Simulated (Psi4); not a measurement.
# CHClI (SMILES Cl[CH]I): UB2PLYP/def2-SVP (core potential, density fitting for correlation)

What is the vertical ionisation energy of CHClI at UB2PLYP/def2-SVP (core potential, density fitting for correlation)? 

Program for the calculation: Psi4 1.11.

2 further runs of the same task are left out: 2 that didn't finish.

## 1. Starting point

CHClI has 4 atoms, charge 0, and is taken as a doublet. SMILES: `Cl[CH]I`. The shape is that of a PBE0-D4/def2-TZVP optimisation.

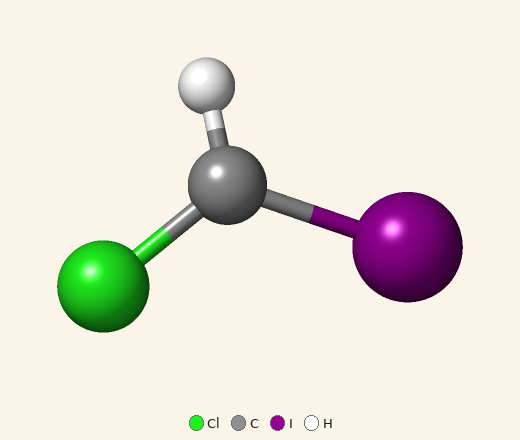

Viewed from a chosen angle; chlorine green, carbon grey, iodine purple, hydrogen white.

## 2. The energy at UB2PLYP/def2-SVP (core potential, density fitting for correlation)

chcli.py

```python
import psi4

psi4.set_memory('1600 MB')
psi4.set_num_threads(1)
psi4.core.set_output_file('psi4.out', False)

m = psi4.geometry("""
0 2
Cl    -1.529900     0.107400    -0.630600
C      0.011600     0.214700     0.044300
I      0.942400    -1.424700     0.835400
H      0.631300     1.042400    -0.269500
symmetry c1
""")

psi4.set_options({
    'basis': 'def2-SVP',
    'reference': 'uks',
    'puream': True,
    'e_convergence': 1e-09,
    'd_convergence': 1e-08,
    'scf_type': 'pk',
    'dft_radial_points': 99,
    'dft_spherical_points': 590,
    'num_frozen_docc': 10,
    'maxiter': 200,
})

energy_value, wavefunction = psi4.energy('b2plyp', molecule=m, return_wfn=True)
print(f'total energy {energy_value:.8f} hartree = {energy_value * 27.211386:.5f} eV')
```

Command:

```console
$ python chcli.py
```

psi4.out:

```text
[...]
    !!!  WARNING: ECP capability is in beta. Please check occupations closely.  !!!
[...]
  Running in c1 symmetry.
[...]
  Nuclear repulsion =  151.461233848312105
[...]
  Multiplicity = 2
[...]
  Nalpha       = 25
  Nbeta        = 24
[...]
    Number of basis functions: 63
[...]
   @UKS iter   1:  -795.63024549959584   -3.00430e+00   7.12221e-03 DIIS/ADIIS
[...]
   @UKS iter  14:  -795.76303502586745   -1.34150e-11   8.94996e-09 DIIS
[...]
   @S^2 Observed:                7.597155761E-01
[...]
    Orbital Energies [Eh]
    ---------------------
    Alpha Occupied:
       1A   -102.904736     2A    -10.723901     3A     -9.938543
       4A     -7.584406     5A     -7.579613     6A     -7.577255
       7A     -7.230488     8A     -5.186959     9A     -5.173609
      10A     -5.172359    11A     -2.089700    12A     -2.084594
      13A     -2.083586    14A     -2.071085    15A     -2.071069
      16A     -1.015421    17A     -0.838805    18A     -0.706856
      19A     -0.541852    20A     -0.483219    21A     -0.471063
      22A     -0.374222    23A     -0.351552    24A     -0.321101
      25A     -0.264924
    Alpha Virtual:
[...]
  @UKS Final Energy:  -795.76303502586745
   => Energetics <=
    Nuclear Repulsion Energy =            151.4612338483121050
    One-Electron Energy =               -1506.1186562974442040
    Two-Electron Energy =                 585.8070169840029848
    DFT Exchange-Correlation Energy =     -26.9126295607382993
    Empirical Dispersion Energy =           0.0000000000000000
    VV10 Nonlocal Energy =                  0.0000000000000000
    Total Energy =                       -795.7630350258674525
[...]
 Multipole Moments:
 ------------------------------------------------------------------------------------
     Multipole            Electronic (a.u.)      Nuclear  (a.u.)        Total (a.u.)
 ------------------------------------------------------------------------------------
 L = 1.  Multiply by 2.5417464519 to convert [e a0] to [Debye]
 Dipole X            :         38.9713624          -38.7093532            0.2620092
 Dipole Y            :        -32.2227866           32.3691052            0.1463186
 Dipole Z            :         25.3262279          -25.3938053           -0.0675774
 Magnitude           :                                                    0.3076112
[...]
```

Standard output:

```text
total energy -795.88641093 hartree = -21657.17234 eV
```

Wall time 11 s (1 thread of Intel Xeon Platinum 8375C at 2.90GHz (Ice Lake), shared host); peak memory 0.57 GiB.

## 3. The singlet cation at the same level

calc.py

```python
import psi4

psi4.set_memory('1600 MB')
psi4.set_num_threads(1)
psi4.core.set_output_file('psi4.out', False)

geom = psi4.geometry("""
1 1
Cl    -1.529900     0.107400    -0.630600
C      0.011600     0.214700     0.044300
I      0.942400    -1.424700     0.835400
H      0.631300     1.042400    -0.269500
symmetry c1
""")

psi4.set_options({
    'basis': 'def2-SVP',
    'puream': True,
    'e_convergence': 1e-09,
    'd_convergence': 1e-08,
    'scf_type': 'pk',
    'dft_radial_points': 99,
    'dft_spherical_points': 590,
    'num_frozen_docc': 10,
})

e_tot, wfn = psi4.energy('b2plyp', return_wfn=True)
print('E =', round(e_tot, 9))
for k, v in sorted(psi4.core.scalar_variables().items()):
    print(f'{k:45s} {v:18.10f}')
```

Command:

```console
$ python calc.py
```

psi4.out:

```text
[...]
    !!!  WARNING: ECP capability is in beta. Please check occupations closely.  !!!
[...]
  Running in c1 symmetry.
[...]
  Nuclear repulsion =  151.461233848312105
[...]
  Multiplicity = 1
[...]
  Nalpha       = 24
  Nbeta        = 24
[...]
    Number of basis functions: 63
[...]
   @RKS iter   1:  -795.36007175607085   -2.73413e+00   6.32081e-03 ADIIS/DIIS
[...]
   @RKS iter  13:  -795.46061250822402   -5.00222e-12   9.66376e-09 DIIS
[...]
    Orbital Energies [Eh]
    ---------------------
    Doubly Occupied:
       1A   -103.172432     2A    -11.037082     3A    -10.204303
       4A     -7.850492     5A     -7.844764     6A     -7.841551
       7A     -7.483635     8A     -5.441085     9A     -5.428785
      10A     -5.421908    11A     -2.344050    12A     -2.340447
      13A     -2.334277    14A     -2.323015    15A     -2.322409
      16A     -1.268368    17A     -1.083851    18A     -0.948817
      19A     -0.796253    20A     -0.732140    21A     -0.683421
      22A     -0.615484    23A     -0.563232    24A     -0.549766
[...]
  @RKS Final Energy:  -795.46061250822402
   => Energetics <=
    Nuclear Repulsion Energy =            151.4612338483121050
    One-Electron Energy =               -1493.5945848600099453
    Two-Electron Energy =                 573.4088057120407029
    DFT Exchange-Correlation Energy =     -26.7360672085668227
    Empirical Dispersion Energy =           0.0000000000000000
    VV10 Nonlocal Energy =                  0.0000000000000000
    Total Energy =                       -795.4606125082240169
[...]
 Multipole Moments:
 ------------------------------------------------------------------------------------
     Multipole            Electronic (a.u.)      Nuclear  (a.u.)        Total (a.u.)
 ------------------------------------------------------------------------------------
 L = 1.  Multiply by 2.5417464519 to convert [e a0] to [Debye]
 Dipole X            :         38.3827006          -38.7093532           -0.3266527
 Dipole Y            :        -31.3827085           32.3691052            0.9863967
 Dipole Z            :         24.8699085          -25.3938053           -0.5238968
 Magnitude           :                                                    1.1636788
[...]
```

Standard output:

```text
E = -795.594234679
B2PLYP DOUBLE-HYBRID CORRECTION ENERGY             -0.1336221704
B2PLYP TOTAL ENERGY                              -795.5942346786
CURRENT ENERGY                                   -795.5942346786
CURRENT REFERENCE ENERGY                         -795.4606125082
DD SOLVATION ENERGY                                 0.0000000000
DFT FUNCTIONAL TOTAL ENERGY                      -795.4606125082
DFT TOTAL ENERGY                                 -795.5942346786
DFT VV10 ENERGY                                     0.0000000000
DFT XC ENERGY                                     -26.7360672086
DOUBLE-HYBRID CORRECTION ENERGY                    -0.1336221704
GRID ELECTRONS ALPHA                               23.9999999747
GRID ELECTRONS BETA                                23.9999999747
GRID ELECTRONS TOTAL                               47.9999999493
NUCLEAR REPULSION ENERGY                          151.4612338483
ONE-ELECTRON ENERGY                             -1493.5945848600
PCM POLARIZATION ENERGY                             0.0000000000
PE ENERGY                                           0.0000000000
SCF ITERATION ENERGY                             -795.4606125082
SCF ITERATIONS                                     13.0000000000
SCF TOTAL ENERGY                                 -795.4606125082
TWO-ELECTRON ENERGY                               573.4088057120
XC GRID RADIAL POINTS                              99.0000000000
XC GRID SPHERICAL POINTS                          590.0000000000
XC GRID TOTAL POINTS                           214809.0000000000
```

Wall time 6.9 s (1 thread of Intel Xeon Platinum 8375C at 2.90GHz (Ice Lake), shared host); peak memory 0.57 GiB.

## 4. Results

At UB2PLYP/def2-SVP (core potential, density fitting for correlation), 10 core orbitals frozen:

```
                                                               quantity          value
                                            doublet CHClI: total energy  -795.88641 Eh
doublet CHClI: HOMO energy (SCF part's orbitals) (highest over α and β)       -7.21 eV
 doublet CHClI: LUMO energy (SCF part's orbitals) (lowest over α and β)       -0.41 eV
                                                    doublet CHClI: ⟨S²⟩          0.760
                                           singlet cation: total energy  -795.59423 Eh
                      singlet cation: HOMO energy (SCF part's orbitals)      -14.96 eV
                      singlet cation: LUMO energy (SCF part's orbitals)       -8.98 eV
                    singlet cation: HOMO–LUMO gap (SCF part's orbitals)        5.98 eV
                     vertical ionisation energy (to the singlet cation)       7.951 eV
```

**Reading.** Removing an electron at fixed nuclei costs 7.95 eV (767 kJ/mol). Only the singlet of the ionised species was computed; a triplet could lie lower.
